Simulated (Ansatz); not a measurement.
# [SiPH4]− (SMILES [SiH2-]P): levels of theory compared

Aim: a comparison of 6 runs (B3LYP/STO-3G, CAM-B3LYP/STO-3G, UB3LYP/STO-3G, r2SCAN/STO-3G, revPBE/STO-3G, BCCD(T)/STO-3G) of [SiPH4]−. 

The calculation is run with Ansatz 0.2.0.

## (1) The molecule

[SiPH4]−: 6 atoms, total charge -1, spin state singlet. SMILES: `[SiH2-]P`. The H5–P2 distance was set to 3.438 Å, away from the relaxed value. At this shape a bond of the SMILES string is far longer than usual.

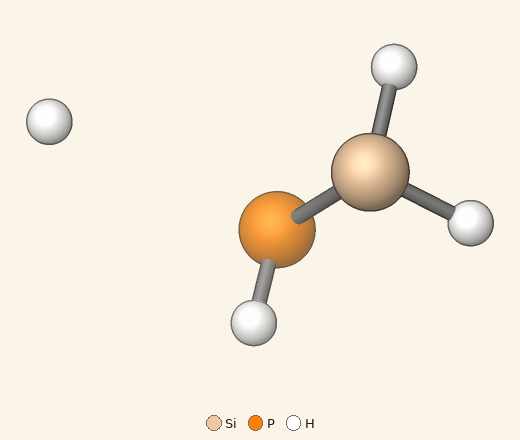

The structure, seen from a chosen angle (silicon light orange, phosphorus orange, hydrogen white).

## (2) The energy at B3LYP/STO-3G (run 1)

job.yaml

```yaml
crystal:
  periodic: [false, false, false]
  atoms:
    - symbol: Si
      position_ang: [-0.786307, -1.760948, 1.416027]
    - symbol: P
      position_ang: [-1.499187, 0.330282, 1.681247]
    - symbol: H
      position_ang: [-1.531047, -2.341688, 2.585507]
    - symbol: H
      position_ang: [-1.786037, -2.149208, 0.362787]
    - symbol: H
      position_ang: [0.407400, 1.565440, -0.899820]
    - symbol: H
      position_ang: [-0.524607, 0.650632, 2.597487]
basis:
  gaussian: {orbitals: STO-3G}
total_charge: -1
hamiltonian: {xc: {name: B3LYP}}
accuracy: high
```

Launch:

```
$ ansatz run job.yaml --threads 1 --pin off --max-ram 2610MiB --events-out events.jsonl --progress --plain --runs-dir runs
```

Log:

```text
Warning: RAYON_NUM_THREADS=1 ignored (pool sized by the plan → 1); use --threads N
Functional definition: B3LYP
  name "B3LYP"
  parameter a0 = 0.2
  parameter ax = 0.72
  parameter ac = 0.81
  exchange = (1 - a0 - ax)*slater_x + ax*b88_x + a0*exact_x
  correlation = (1 - ac)*vwn_rpa_c + ac*lyp_c
387 factors; integrals over basis functions are off by at most 2.6e-9 eV
mean field evaluation 1: about -17018.6165 eV, gradient 2.1e1 eV
mean field evaluation 2: about -17003.6191 eV, gradient 3.0e1 eV
mean field evaluation 4: about -17008.7835 eV, gradient 1.7e1 eV
mean field evaluation 8: about -17022.5789 eV, gradient 1.1e1 eV
mean field evaluation 16: about -17024.8890 eV, gradient 4.0e-5 eV
mean field -17024.88897662 eV, -625.6531300065 hartree, gradient 9.1e-8 eV, S^2 0.000000; 0 other end points of the search recorded, 0 dependent functions left out
reference -17024.88900913 eV, -625.6531312013 hartree; 17, 17 occupied and 5, 5 virtual orbitals, 387 factors
Total energy: -17024.88900913 eV, -625.6531312013 hartree
```

It took 1 s on 1 thread of AMD EPYC 9R14 (Zen 4), shared host; peak memory 0.12 GiB.

## (3) The energy at CAM-B3LYP/STO-3G (run 2)

in.yaml

```yaml
crystal:
  periodic: [false, false, false]
  atoms:
    - {symbol: Si, position_ang: [-0.786307, -1.760948, 1.416027]}
    - {symbol: P, position_ang: [-1.499187, 0.330282, 1.681247]}
    - {symbol: H, position_ang: [-1.531047, -2.341688, 2.585507]}
    - {symbol: H, position_ang: [-1.786037, -2.149208, 0.362787]}
    - {symbol: H, position_ang: [0.407400, 1.565440, -0.899820]}
    - {symbol: H, position_ang: [-0.524607, 0.650632, 2.597487]}
basis:
  gaussian: {orbitals: STO-3G}
hamiltonian: {xc: {name: CAM-B3LYP}}
accuracy: high
total_charge: -1
```

Launch:

```
$ ansatz run in.yaml --threads 1 --pin off --max-ram 2610MiB --events-out events.jsonl --progress --plain --runs-dir runs
```

Log:

```text
Warning: RAYON_NUM_THREADS=1 ignored (pool sized by the plan → 1); use --threads N
Functional definition: CAM-B3LYP
  name "CAM-B3LYP"
  parameter alpha = 0.19
  parameter beta = 0.46
  parameter omega = 0.33/bohr
  parameter ac = 0.81
  exchange = (1 - alpha - beta)*b88_x + beta*b88_x_sr(omega) + alpha*exact_x + beta*exact_x_lr(omega)
  correlation = (1 - ac)*vwn5_c + ac*lyp_c
387 factors; integrals over basis functions are off by at most 2.6e-9 eV
172 factors; integrals over basis functions are off by at most 9.5e-10 eV
mean field evaluation 1: about -17017.6659 eV, gradient 1.7e1 eV
mean field evaluation 2: about -17004.3240 eV, gradient 2.4e1 eV
mean field evaluation 4: about -17022.1159 eV, gradient 6.9e0 eV
mean field evaluation 8: about -17022.4678 eV, gradient 9.9e-1 eV
mean field evaluation 16: about -17022.4442 eV, gradient 2.0e-3 eV
mean field -17022.44421286 eV, -625.5632865954 hartree, gradient 4.8e-8 eV, S^2 0.000000; 0 other end points of the search recorded, 0 dependent functions left out
reference -17022.44422871 eV, -625.5632871780 hartree; 17, 17 occupied and 5, 5 virtual orbitals, 387 factors
Total energy: -17022.44422871 eV, -625.5632871780 hartree
```

It took 0.99 s on 1 thread of AMD EPYC 9R14 (Zen 4), shared host; peak memory 0.12 GiB.

## (4) A single-point energy at UB3LYP/STO-3G (run 3)

molecule.yaml

```yaml
crystal:
  periodic: [false, false, false]
  atoms:
    - symbol: Si
      position_ang: [-0.786307, -1.760948, 1.416027]
    - symbol: P
      position_ang: [-1.499187, 0.330282, 1.681247]
    - symbol: H
      position_ang: [-1.531047, -2.341688, 2.585507]
    - symbol: H
      position_ang: [-1.786037, -2.149208, 0.362787]
    - symbol: H
      position_ang: [0.407400, 1.565440, -0.899820]
    - symbol: H
      position_ang: [-0.524607, 0.650632, 2.597487]
basis:
  gaussian:
    orbitals: STO-3G
total_charge: -1
magnetization:
  spin_polarized: true
hamiltonian:
  xc: {name: B3LYP}
accuracy: high
```

Launch:

```
$ ansatz run molecule.yaml --threads 1 --pin off --max-ram 2610MiB --events-out events.jsonl --progress --plain --runs-dir runs
```

Log:

```text
Warning: RAYON_NUM_THREADS=1 ignored (pool sized by the plan → 1); use --threads N
Functional definition: B3LYP
  name "B3LYP"
  parameter a0 = 0.2
  parameter ax = 0.72
  parameter ac = 0.81
  exchange = (1 - a0 - ax)*slater_x + ax*b88_x + a0*exact_x
  correlation = (1 - ac)*vwn_rpa_c + ac*lyp_c
387 factors; integrals over basis functions are off by at most 2.6e-9 eV
mean field evaluation 1: about -17018.6165 eV, gradient 1.5e1 eV
mean field evaluation 2: about -17003.6191 eV, gradient 2.1e1 eV
mean field evaluation 4: about -17008.7835 eV, gradient 1.2e1 eV
mean field evaluation 8: about -17022.5789 eV, gradient 8.0e0 eV
mean field evaluation 16: about -17024.8890 eV, gradient 1.2e-7 eV
mean field evaluation 32: about -17025.6588 eV, gradient 1.1e0 eV
mean field -17025.80665027 eV, -625.6868538911 hartree, gradient 1.6e-8 eV, S^2 0.792963; 5 other end points of the search recorded, 0 dependent functions left out
reference -17025.80668250 eV, -625.6868550756 hartree; 17, 17 occupied and 5, 5 virtual orbitals, 387 factors
Total energy: -17025.80668250 eV, -625.6868550756 hartree
```

Wall time 3 s (1 thread of AMD EPYC 9R14 (Zen 4), shared host); peak memory 0.16 GiB.

Runs 4 to 5 aren't shown in full; the table further down has their settings and results.

## (5) The energy at BCCD(T)/STO-3G (run 6)

run.yaml

```yaml
basis:
  gaussian:
    orbitals: STO-3G
crystal:
  periodic: [false, false, false]
  atoms:
    - symbol: Si
      position_ang: [-0.786307, -1.760948, 1.416027]
    - symbol: P
      position_ang: [-1.499187, 0.330282, 1.681247]
    - symbol: H
      position_ang: [-1.531047, -2.341688, 2.585507]
    - symbol: H
      position_ang: [-1.786037, -2.149208, 0.362787]
    - symbol: H
      position_ang: [0.407400, 1.565440, -0.899820]
    - symbol: H
      position_ang: [-0.524607, 0.650632, 2.597487]
total_charge: -1
correlation:
  method: bccd_t
  frozen_orbitals: {H: 0, P: 5, Si: 5}
accuracy: high
scf:
  omitted_lower_state_checks: [cluster_reference, increment]
```

Launch:

```
$ ansatz run run.yaml --threads 1 --pin off --max-ram 2610MiB --events-out events.jsonl --progress --plain --runs-dir runs
```

Log, cut to the lines that bear on the results:

```text
Warning: RAYON_NUM_THREADS=1 ignored (pool sized by the plan → 1); use --threads N
Functional definition: HF
  name "HF"
[...]
387 factors; integrals over basis functions are off by at most 2.6e-9 eV
[...]
mean field -16989.06212342 eV, -624.3365174356 hartree, gradient 5.3e-8 eV, S^2 0.000000; 0 other end points of the search recorded, 0 dependent functions left out; unrestricted orbitals would lower it
10 core orbitals not correlated: weight in the atoms' cores, before any rotation towards them, 1.000 or more for the frozen orbitals, at most 0.000 for the correlated occupied ones
reference -16989.06212342 eV, -624.3365174356 hartree; 7, 7 occupied and 5, 5 virtual orbitals, 387 factors
second order -4.24003626 eV of doubles, -0.00000000 eV of singles
cycle   1  -3.56974697 eV  change    -1.2e0 eV  update   1.6e-1
[...]
cycle  36  -6.26675171 eV  change   8.1e-10 eV  update  4.4e-10
perturbative correction -0.13140396 eV, -0.0048290063 hartree
WARN: these amplitudes may be one of several solutions (largest doubles amplitude 0.72, level shift 7.97 eV)
Total energy: -16995.46027909 eV, -624.5716453196 hartree
Checks for a lower state left out: cluster_reference, increment
```

Run time: 0.2 s. Hardware: 1 thread of AMD EPYC 9R14 (Zen 4), shared host.

## (6) Overview of the runs

```tsv
run	level	frozen core orbitals	energy (Eh)	wall time
1	B3LYP/STO-3G	–	-625.653131	1 s
2	CAM-B3LYP/STO-3G	–	-625.563287	0.99 s
3	UB3LYP/STO-3G	–	-625.686855	3 s
4	r2SCAN/STO-3G	–	-625.607176	2.2 s
5	revPBE/STO-3G	–	-625.539988	0.89 s
6	BCCD(T)/STO-3G	10	-624.571645	0.2 s
```

## (7) Results

| quantity | value |
| --- | --- |
| run 6: total energy | -624.57165 Eh |
| run 6: correlation energy (10 core orbitals frozen) | -235.1 mEh |
| run 6: (T) correction | -4.83 mEh |

What this shows: Totals of different functionals can't be ranked against each other. In run 6 the log says that unrestricted orbitals would lower the reference, so the values rest on an unstable closed-shell determinant (other closed-shell runs at this shape may share the fault). In runs 1, 2, 3, 4, 5, 6 the basis is minimal, so the values are rough. Spin contamination of the reference: run 3 ⟨S²⟩ = 0.79. Where it is this large, the reference is a mixture of spin states, and values that rest on it are in doubt. All runs together took 8.3 s, the longest 3 s.
